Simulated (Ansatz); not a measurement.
Method: PBE (plane waves to 420 eV, PAW; Ansatz, an electronic-structure program).

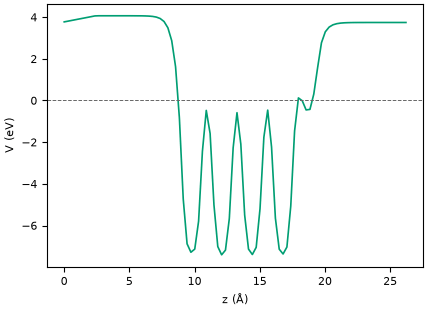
*Planar average of the electrostatic potential across the slab, in eV from the Fermi level, for Ag on the 1x1 (111) surface of fcc Al, one in a 2x2 cell, started at the site 'hollow Al-Al-Al over Al at depth 4.6 Å'*

Model: 17-atom slab, 7.0 Å thick at the start under the adsorbate (thin: gaps and levels are the slab's own), 6x6x1 mesh, Fermi-Dirac 0.1 eV, dipole correction, 8 atoms held, the rest relaxed; start symmetry kept, larger cells not searched; no spin, no spin-orbit, no U, no dispersion correction. At the end it is bonded to 3 Al. In PBE it is, or lies within 0.03 eV of, the lowest of the starts that converged.

The vacuum level lies 3.74 eV above the Fermi level over the top face and 4.07 eV above it under the bottom face.
